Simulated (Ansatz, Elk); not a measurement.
# How far do independent atoms describe SbMo2N?

The structure of SbMo2N used here is made up (a known structure type with other elements) and was relaxed beforehand with PBE. The aim is the Fourier transform of its all-electron density, F(hkl), set beside the sum over free spherical atoms that refinements use.

Calculated with Elk 11.2.3 (patched build); DFT, PBE, all-electron APW+lo, Dirac cores, scalar-relativistic bands, static density, no spin.

The structure was built from a prototype and need not be the compound's stable phase.

## (1) Set-up

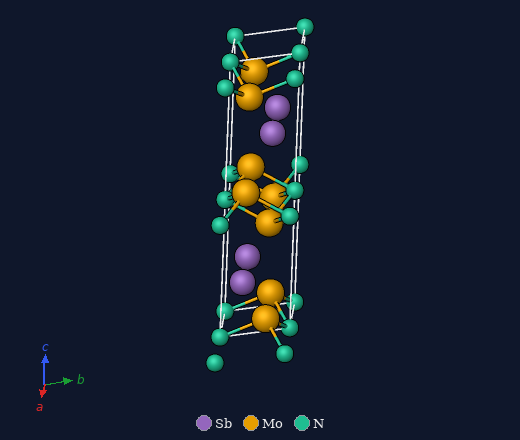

The starting structure, seen slightly off an axis (antimony purple, molybdenum orange, nitrogen teal). 2×1×1 cells are drawn. Bonds to atoms that aren't drawn are left out. Some periodic images of atoms are drawn too.

## (2) Ground state and structure factors

An all-electron density is needed, since X-rays see the cores too. Task 0 finds the density and task 195 Fourier-transforms it; tshift is off so that phases refer to the origin typed.

elk.in reads:

```
tasks
  0
  195

xctype
  20

spinpol
  .false.

rgkmax
  7.0

gmaxvr
  14.0

lmaxo
  7

lmaxapw
  8

swidth
  0.002

tshift
  .false.

ramdisk
  .false.

hmaxvr
  5.5

maxscl
  120

epspot
  1e-06

sppath
  './'

avec
  6.30337145766 -0.00000000000 0.00000000000
  -3.15168572883 5.45887981183 -0.00000000000
  0.00000000000 -0.00000000000 23.61587218940

atoms
  3
  'Sb.in'
  2
  0.6666666667 0.3333333333 0.2500000000   0.000000 0.000000 0.000000
  0.3333333333 0.6666666667 0.7500000000   0.000000 0.000000 0.000000
  'Mo.in'
  4
  0.3333333333 0.6666666667 0.0760500081   0.000000 0.000000 0.000000
  0.6666666667 0.3333333333 0.5760500081   0.000000 0.000000 0.000000
  0.3333333333 0.6666666667 0.4239499919   0.000000 0.000000 0.000000
  0.6666666667 0.3333333333 0.9239499919   0.000000 0.000000 0.000000
  'N.in'
  2
  -0.0000000000 0.0000000000 0.5000000000   0.000000 0.000000 0.000000
  -0.0000000000 0.0000000000 0.0000000000   0.000000 0.000000 0.000000

ngridk
  8 8 2
```

Launch:

```sh
> OMP_NUM_THREADS=4 elk
```

Numbers of over 12 decimals in the logs are rounded to 6 here.

The log of the run:

```text
┌─────────────────────────┐
│ Elk code version 11.2.3 │
└─────────────────────────┘

All units are atomic (Hartree, Bohr, etc.)

┌─────────────────────────────────────────────────┐
│ Ground-state run starting from atomic densities │
└─────────────────────────────────────────────────┘

Lattice vectors :
   6.303371458      -0.000000000       0.000000000
  -3.151685729       5.458879812      -0.000000000
   0.000000000      -0.000000000       23.61587219

Reciprocal lattice vectors :
  0.9967975629      0.5755013413       0.000000000
   0.000000000       1.151002683       0.000000000
   0.000000000       0.000000000      0.2660577283

Unit cell volume      :    812.6067455
Brillouin zone volume :   0.3052524666

Muffin-tin inner radius fraction :   0.1000000000E-01

Nuclei treated as point charges

Species : 1 (Sb)
 parameters loaded from : Sb.in
 name : antimony
 nuclear charge    :   -51.00000000
 electronic charge :    51.00000000
 atomic mass :    221954.9021
 muffin-tin radius :    2.600000000
 number of radial points in muffin-tin :   1193
 inner part over the whole radius :   0.9886087340E-02
 number on inner part of muffin-tin    :    850
 approximate nuclear radius :   0.8886795689E-04
 number of mesh points to nuclear radius :    429
 atomic positions (lattice), magnetic fields (Cartesian) :
  1 :  -0.33333333  0.33333333  0.25000000    0.00000000  0.00000000  0.00000000
  2 :   0.33333333 -0.33333333 -0.25000000    0.00000000  0.00000000  0.00000000

Species : 2 (Mo)
 parameters loaded from : Mo.in
 name : molybdenum
 nuclear charge    :   -42.00000000
 electronic charge :    42.00000000
 atomic mass :    174887.9214
 muffin-tin radius :    2.368536199
 number of radial points in muffin-tin :   1193
 inner part over the whole radius :   0.9901569845E-02
 number on inner part of muffin-tin    :    846
 approximate nuclear radius :   0.8334154960E-04
 number of mesh points to nuclear radius :    422
 atomic positions (lattice), magnetic fields (Cartesian) :
  1 :   0.33333333 -0.33333333  0.07605001    0.00000000  0.00000000  0.00000000
  2 :  -0.33333333  0.33333333 -0.42394999    0.00000000  0.00000000  0.00000000
  3 :   0.33333333 -0.33333333  0.42394999    0.00000000  0.00000000  0.00000000
  4 :  -0.33333333  0.33333333 -0.07605001    0.00000000  0.00000000  0.00000000

Species : 3 (N)
 parameters loaded from : N.in
 name : nitrogen
 nuclear charge    :   -7.000000000
 electronic charge :    7.000000000
 atomic mass :    25532.65216
 muffin-tin radius :    1.639755830
 number of radial points in muffin-tin :    593
 inner part over the whole radius :   0.9965530139E-02
 number on inner part of muffin-tin    :    406
 approximate nuclear radius :   0.4939692610E-04
 number of mesh points to nuclear radius :    171
 atomic positions (lattice), magnetic fields (Cartesian) :
  1 :   0.00000000  0.00000000  0.50000000    0.00000000  0.00000000  0.00000000
  2 :   0.00000000  0.00000000  0.00000000    0.00000000  0.00000000  0.00000000

Total number of atoms per unit cell :    8
Total muffin-tin volume :    406.8134486
 ratio of muffin-tin to unit cell volume :   0.5006277032

Spin treatment :
 spin-unpolarised

Number of Bravais lattice symmetries :   24
Number of crystal symmetries         :   24
Crystal has inversion symmetry
Real symmetric eigensolver will be used

k-point grid :      8     8     2
k-point offset :    0.000000000       0.000000000       0.000000000
k-point set is reduced with full crystal symmetry group
Total number of k-points :       20

Muffin-tin radius times maximum |G+k| :    7.000000000
 using average radius
Maximum |G+k| for APW functions       :    3.119141783
Maximum (1/2)|G+k|²                   :    4.864522730
Maximum |G| for potential and density :    14.00000000
Constant for pseudocharge density :    9
 order of it for each species :   16  16  16
 order of it for pair densities of each species (exact exchange by exxq0 0: 17) :   13  11   4
Radial integration step length :    1

[...]
exchange                    :     -835.56643103415
 correlation                 :     -14.873335216443
 electron entropic           :    -0.12966354712341E-02
 total energy                :     -29277.766859355

Density of states at Fermi energy :    98.40381051
 (states/Hartree/unit cell)

Estimated indirect band gap :   0.1722626746E-02
 from k-point 11 to k-point 9
Estimated direct band gap   :   0.9101201210E-02
 at k-point 7

Charges :
 core                        :    188.0000000
 valence                     :    96.00000000
 interstitial                :    14.28263697
 muffin-tins (core leakage)
  species : 1 (Sb)
[...]
species : 2 (Mo)
[...]
species : 3 (N)
[...]
total in muffin-tins        :    269.7173630
 total calculated charge     :    283.9977931
 total charge                :    284.0000000
 error                       :   0.2206937635E-02

RMS change in Kohn-Sham potential (target) :    1.044912335     (  0.1000000000E-05)
Absolute change in total energy (target)   :   0.2086675311     (  0.1000000000E-03)

[... loops 3 to 17 left out ...]

┌──────────────────┐
│ Loop number : 18 │
└──────────────────┘

Energies :
 Fermi                       :     0.448526
 sum of occupied eigenvalues :     -17506.169878874
 electron kinetic            :      30585.811103441
 core electron kinetic       :      29885.134241653
 Coulomb                     :     -59009.823851963
 Coulomb potential           :     -46982.163964662
 nuclear-nuclear             :     -3514.7560453872
 electron-nuclear            :     -64096.534204470
 Hartree                     :      8601.4663978943
 Madelung                    :     -35518.741869632
 xc potential                :     -1109.8170176530
 exchange                    :     -836.19969705765
 correlation                 :     -14.893706532887
 electron entropic           :    -0.13225870607809E-02
 total energy                :     -29275.107474699

Density of states at Fermi energy :    98.86965965
 (states/Hartree/unit cell)

Estimated indirect band gap :   0.2321972383E-02
 from k-point 5 to k-point 3
Estimated direct band gap   :   0.6201069433E-02
 at k-point 5

Charges :
 core                        :    188.0000000
 valence                     :    96.00000000
 interstitial                :    13.83713620
 muffin-tins (core leakage)
  species : 1 (Sb)
[...]
species : 2 (Mo)
[...]
species : 3 (N)
[...]
total in muffin-tins        :    270.1628638
 total calculated charge     :    283.9976633
 total charge                :    284.0000000
 error                       :   0.2336704732E-02

RMS change in Kohn-Sham potential (target) :   0.3393345185E-06 (  0.1000000000E-05)
Absolute change in total energy (target)   :   0.8325671297E-04 (  0.1000000000E-03)

Convergence targets achieved

┌──────────────────┐
│ Loop number : 19 │
└──────────────────┘

Energies :
 Fermi                       :     0.448526
 sum of occupied eigenvalues :     -17506.169871910
 electron kinetic            :      30585.811093883
 core electron kinetic       :      29885.134219623
 Coulomb                     :     -59009.823841256
 Coulomb potential           :     -46982.163934991
 nuclear-nuclear             :     -3514.7560453872
 electron-nuclear            :     -64096.534214416
 Hartree                     :      8601.4664185468
 Madelung                    :     -35518.741873760
 xc potential                :     -1109.8170308026
 exchange                    :     -836.19969747863
 correlation                 :     -14.893706540713
 electron entropic           :    -0.13225884557851E-02
 total energy                :     -29275.107473980

Density of states at Fermi energy :    98.86977266
 (states/Hartree/unit cell)

Estimated indirect band gap :   0.2321946496E-02
 from k-point 5 to k-point 3
Estimated direct band gap   :   0.6201057852E-02
 at k-point 5

Charges :
 core                        :    188.0000000
 valence                     :    96.00000000
 interstitial                :    13.83713521
 muffin-tins (core leakage)
  species : 1 (Sb)
[...]
species : 2 (Mo)
[...]
atom 4                    :    39.91557021     (  0.1656031735E-05)
  species : 3 (N)
   atom 1                    :    6.082432386     (  0.7681463332E-06)
   atom 2                    :    6.082432386     (  0.7681463332E-06)
 total in muffin-tins        :    270.1628648
 total calculated charge     :    283.9976633
 total charge                :    284.0000000
 error                       :   0.2336704790E-02

┌──────────────────────────────┐
│ Self-consistent loop stopped │
└──────────────────────────────┘

Warning : core states of species 1 leak from the muffin-tin :   0.7949820599E-03

Wrote STATE.OUT
```

Elapsed: 55 s, on 4 threads of Intel Xeon Platinum 8375C at 2.90GHz (Ice Lake), shared host; peak memory 0.31 GiB.

SFACRHO.OUT:

```text

h k l indices transformed by vhmat matrix:
   1.000000000       0.000000000       0.000000000    
   0.000000000       1.000000000       0.000000000    
   0.000000000       0.000000000       1.000000000    

      h      k      l  multipl.   |H|            Re(F)            Im(F)           |F|

      0      0      0      1   0.0000000       284.00000      0.15155493E-15   284.00000    
      0      0     -1      2  0.26605773      0.33831552E-13 -0.11821463E-13  0.35837423E-13
      0      0     -2      2  0.53211546       7.8398031      0.12386732E-13   7.8398031    
      0      0     -3      2  0.79817318      0.10219948E-12 -0.18431733E-13  0.10384827E-12
      0      0     -4      2   1.0642309       50.862871     -0.14913819E-13   50.862871    
      0     -1      0      6   1.1510027      -101.25500     -0.28123677E-13   101.25500    
      1      0     -1      6   1.1813526      -18.786964     -0.47078862E-15   18.786964    
     -1      1      1      6   1.1813526       18.786964     -0.13632629E-13   18.786964    
      1      0     -2      6   1.2680513       12.658777     -0.21632927E-13   12.658777    
      1      0      2      6   1.2680513       12.658777     -0.15064503E-13   12.658777    
      0      0     -5      2   1.3302886      0.93036768E-13  0.34379624E-13  0.99185678E-13
     -1      0      3      6   1.4006740       181.02914     -0.12837358E-12   181.02914    
      1      0      3      6   1.4006740      -181.02914     -0.50813787E-13   181.02914    
      1     -1     -4      6   1.5676079      -9.7716523      0.27142871E-13   9.7716523    
     -1      1     -4      6   1.5676079      -9.7716523     -0.17936324E-13   9.7716523    
      0      0     -6      2   1.5963464      -187.53734     -0.49533994E-13   187.53734    
     -1      0      5      6   1.7591120       6.1641624      0.14689877E-13   6.1641624    
     -1      0     -5      6   1.7591120      -6.1641624     -0.24590833E-13   6.1641624
```

Elk indexes on the primitive cell of elk.in and gives |H| = 4π sin θ/λ in inverse bohr. Below, one row stands for each form hkl of the conventional cell (m members, Friedel mates merged), F is for one primitive cell and the density is static (no thermal factor). Free-atom factors are Waasmaier and Kirfel's, and R is Σm||F|−|F'||/Σm|F|.

```tsv
hkl	m	sin θ/λ (Å⁻¹)	abs F, DFT	neutral atoms	diff.
001	2	0.040	0.000	0.000	+0.000
002	2	0.080	7.840	7.726	+0.114
003	2	0.120	0.000	0.000	+0.000
004	2	0.160	50.863	50.080	+0.783
100	6	0.173	101.255	101.815	-0.560
101	12	0.178	18.787	18.554	+0.233
102	12	0.191	12.659	12.078	+0.581
005	2	0.200	0.000	0.000	+0.000
103	12	0.211	181.029	181.829	-0.800
104	12	0.236	9.772	9.887	-0.115
006	2	0.240	187.537	189.385	-1.848
105	12	0.265	6.164	6.416	-0.252
007	2	0.280	0.000	0.000	+0.000
106	12	0.296	97.059	97.233	-0.174
110	6	0.300	190.957	191.081	-0.124
111	12	0.302	0.000	0.000	+0.000
112	12	0.310	0.907	0.901	+0.007
008	2	0.320	10.793	10.698	+0.095
```

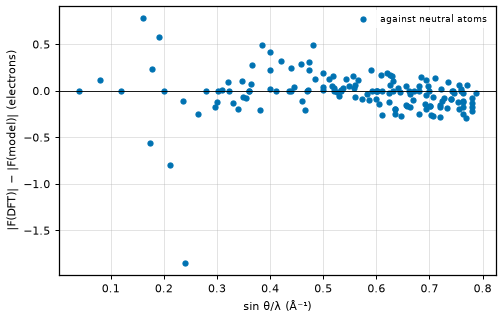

Difference between the calculated structure factors and the independent-atom ones.

## (3) The highest occupied states alone

An energy window below the Fermi level keeps the highest occupied states, to see at which angles they scatter; shallow core shells can lie inside it and anion s states outside. No new self-consistency is needed.

elk.in: that of step 2 with these lines changed.

```diff
@@ -1,3 +1,2 @@
 tasks
-  0
   195
@@ -40,2 +39,5 @@
 
+wsfac
+  -0.102710 0.748530
+
 sppath
```

Launch:

```sh
> OMP_NUM_THREADS=4 elk
```

The log of the run:

```text
┌─────────────────────────────────┐
│ Elk code version 11.2.3 started │
└─────────────────────────────────┘

Info(readinput): the functional depends on the density's gradient
 muffin-tin radial points multiplied by    2.00000
 (not where nrmtscf is given)

┌────────────────────┐
│ Current task : 195 │
└────────────────────┘
Info(checkmt): changed muffin-tin radius of species 2 (Mo) from   2.6000 to   2.3685
Info(checkmt): changed muffin-tin radius of species 3 (N) from   1.8000 to   1.6398

Info(sfacrho): density structure factors written to SFACRHO.OUT

 Energy window :  -0.1027100000      0.7485300000

┌──────────────────┐
│ Elk code stopped │
└──────────────────┘
```

Elapsed: 15 s, on 4 threads; peak memory 0.19 GiB.

States within 15 eV below the Fermi level hold 40.00 electrons; any levels below the window count with the cores. Their amplitudes can exceed the total, where window and core parts have opposite phase:

```tsv
hkl	sin θ/λ (Å⁻¹)	abs F, window	abs F, all
001	0.040	0.000	0.000
002	0.080	9.114	7.840
003	0.120	0.000	0.000
004	0.160	3.938	50.863
100	0.173	0.338	101.255
101	0.178	1.464	18.787
102	0.191	2.660	12.659
005	0.200	0.000	0.000
103	0.211	4.051	181.029
104	0.236	3.330	9.772
```

## (4) Another functional

The difference from free atoms is small, so it is set against the change that LDA (Perdew-Wang) makes.

elk.in: that of step 3 with these lines changed.

```diff
@@ -1,2 +1,3 @@
 tasks
+  0
   195
@@ -4,3 +5,3 @@
 xctype
-  20
+  3
 
@@ -39,5 +40,2 @@
 
-wsfac
-  -0.102710 0.748530
-
 sppath
```

Launch:

```sh
> OMP_NUM_THREADS=4 elk
```

The log of the run:

```text
┌─────────────────────────┐
│ Elk code version 11.2.3 │
└─────────────────────────┘

All units are atomic (Hartree, Bohr, etc.)

┌─────────────────────────────────────────────────┐
│ Ground-state run starting from atomic densities │
└─────────────────────────────────────────────────┘

Lattice vectors :
   6.303371458      -0.000000000       0.000000000
  -3.151685729       5.458879812      -0.000000000
   0.000000000      -0.000000000       23.61587219

Reciprocal lattice vectors :
  0.9967975629      0.5755013413       0.000000000
[...]
species : 1 (Sb)
[...]
species : 2 (Mo)
[...]
species : 3 (N)
   atom 1                    :    6.065342567     ( -0.3203150377E-05)
   atom 2                    :    6.065342567     ( -0.3203150377E-05)
 total in muffin-tins        :    270.2125822
 total calculated charge     :    283.9976171
 total charge                :    284.0000000
 error                       :   0.2382898628E-02

┌──────────────────────────────┐
│ Self-consistent loop stopped │
└──────────────────────────────┘

Warning : core states of species 1 leak from the muffin-tin :   0.8104285047E-03

Wrote STATE.OUT
[key lines of the parts left out:]
total energy                :     -29246.860090296
```

It took 37 s on 4 threads; peak memory 0.21 GiB.

Against the first run R = 0.04 %; the largest change is -0.075 at 110.

## (5) Basis size

A smaller basis shows how fast F responds to it; the change is likely larger than the basis error of the first run, but doesn't show convergence.

elk.in: that of step 4 with these lines changed.

```diff
@@ -5,3 +5,3 @@
 xctype
-  3
+  20
 
@@ -11,3 +11,3 @@
 rgkmax
-  7.0
+  5.5
```

Launch:

```sh
> OMP_NUM_THREADS=4 elk
```

The log of the run:

```text
┌─────────────────────────┐
│ Elk code version 11.2.3 │
└─────────────────────────┘

All units are atomic (Hartree, Bohr, etc.)

┌─────────────────────────────────────────────────┐
│ Ground-state run starting from atomic densities │
└─────────────────────────────────────────────────┘

Lattice vectors :
   6.303371458      -0.000000000       0.000000000
  -3.151685729       5.458879812      -0.000000000
   0.000000000      -0.000000000       23.61587219

Reciprocal lattice vectors :
  0.9967975629      0.5755013413       0.000000000
[...]
species : 1 (Sb)
[...]
species : 2 (Mo)
[...]
species : 3 (N)
   atom 1                    :    6.003760271     (  0.7613070672E-06)
   atom 2                    :    6.003760271     (  0.7613070672E-06)
 total in muffin-tins        :    269.6895336
 total calculated charge     :    283.9976279
 total charge                :    284.0000000
 error                       :   0.2372127580E-02

┌──────────────────────────────┐
│ Self-consistent loop stopped │
└──────────────────────────────┘

Warning : core states of species 1 leak from the muffin-tin :   0.7967967588E-03

Wrote STATE.OUT
[key lines of the parts left out:]
total energy                :     -29274.781593302
```

Run time: 50 s. Hardware: 4 threads; peak memory 0.29 GiB; 2.2 min of CPU time.

Against the first run R = 0.06 %; the largest change is +0.151 at 203.

## (6) Settings against the effect

```tsv
run	R against the first run (%)	R against neutral atoms, low angle (%)	wall time
PBE, rgkmax 7	0.00	0.58	55 s
LDA (Perdew-Wang)	0.04	0.58	37 s
rgkmax 5.5	0.06	0.61	50 s
```

## (7) Outcome

| Quantity | Value |
| --- | --- |
| R against neutral atoms, sin θ/λ < 0.3 Å⁻¹ | 0.58 % |
| R against neutral atoms, 0.3 to 0.79 Å⁻¹ | 0.34 % |

Independent neutral atoms miss the calculated amplitudes by R = 0.58 % below 0.3 Å⁻¹ and 0.34 % from there to 0.79 Å⁻¹; by shells, 1.45 % below 0.15 Å⁻¹ (1 form), 0.57 % 0.15 to 0.3 (10 forms), 0.37 % 0.3 to 0.45 (18 forms), 0.33 % above 0.45 (94 forms). Bonding, aspherical density and the tables' own atoms all enter these figures, and the runs don't part them. The largest change of an amplitude is -1.85 electrons, at 006. The window's part falls from 40.0 electrons at the origin to at most 0.56 between 0.45 and 0.79 Å⁻¹. Below 0.3 Å⁻¹ the changes that finished (LDA (Perdew-Wang) and rgkmax 5.5) move F by R = 0.10 % at most, against the 0.58 % that separates it from free atoms. The k-mesh has no finished test. These runs have no spin, though d or f shells may be open. Part of the difference isn't bonding: the tables are fits to free atoms and ions calculated by other methods than this functional. Thermal motion, anomalous dispersion and extinction are left out.

[Logs are printed without paths, hosts, clocks, repeated set-up lines and the standing remarks that a program may print on its own settings, such as how far it seeks lower states.]

[Hosts, paths, dates, database ids (printed as entryN), source tags and the programs' standing remarks are cut or masked in the printed files.]
